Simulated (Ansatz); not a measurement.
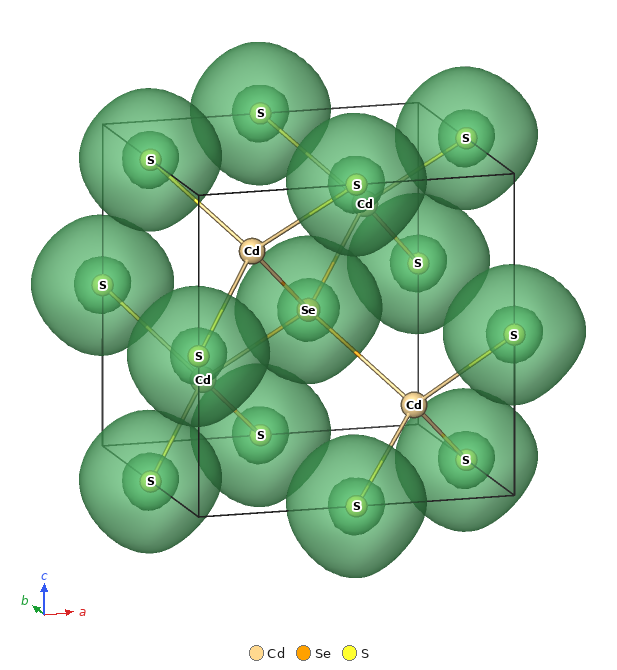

The picture shows: Cd$_{4}$SeS$_{3}$. Isosurface of the ELF at 0.65 (green), seen slightly off an axis. Core shells and regions of very low density are left out. Sticks mark near contacts.

Space group P-43m; a structure generated by program, which may or may not match a known phase; changed on purpose from its base cell (volume × 0.97, shape and atoms relaxed).

Computed with Ansatz, DFT PBE, scalar-relativistic, plane waves, PAW.

Core electrons are frozen (PAW), and the valence fields are smoothed inside the atomic spheres.

Q: What do the ELF domains correspond to?

A: At this value the surface marks out three regions wrapped around S (the valence shell of each) and one region wrapped around Se (its valence shell), counted in one cell of 8 atoms. Any copies at cell faces, edges or corners count once. Along the contacts the grid gives the following. Cd–S (2.55 Å): the ELF peaks at about 0.90 in the valence shell of S, 0.8 Å from its nucleus, and is about 0.30 at the midpoint. Cd–Se (2.63 Å): the ELF is about 0.40 at the midpoint.
